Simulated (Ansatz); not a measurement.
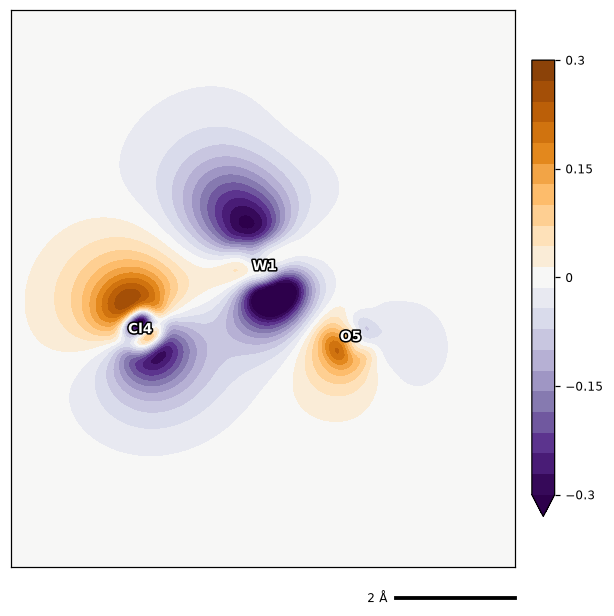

Figure. ClH₅O₂W. The HOMO−1 on the plane of atoms Cl4, W1 and O5 (values in Å⁻³ᐟ²; the overall sign is arbitrary).

Core potentials replace the inner electrons of W.

All numbers below come from Ansatz, RHF/def2-SVP.

```yaml
atoms:
  - { symbol: W, position_ang: [0.2580, 0.2810, 0.2485] }
  - { symbol: O, position_ang: [-0.2778, -0.0697, 2.0104] }
  - { symbol: H, position_ang: [-0.9114, -0.6282, 2.4335] }
  - { symbol: Cl, position_ang: [2.4696, -0.3274, -0.2083] }
  - { symbol: O, position_ang: [-0.1686, 2.0312, -0.2699] }
  - { symbol: H, position_ang: [-0.7451, 2.4368, -0.8988] }
  - { symbol: H, position_ang: [-1.3056, -0.0820, -0.1526] }
  - { symbol: H, position_ang: [-0.1227, -1.3068, -0.0478] }
  - { symbol: H, position_ang: [-0.0703, -0.1192, -1.3280] }
```

Describe this orbital and give its energy.

Answer. By Hirshfeld shares it lies mainly on W1 (about 40 %), H8 (about 15 %), H9 (about 15 %) and Cl4 (about 15 %). Its energy is −11.72 eV.
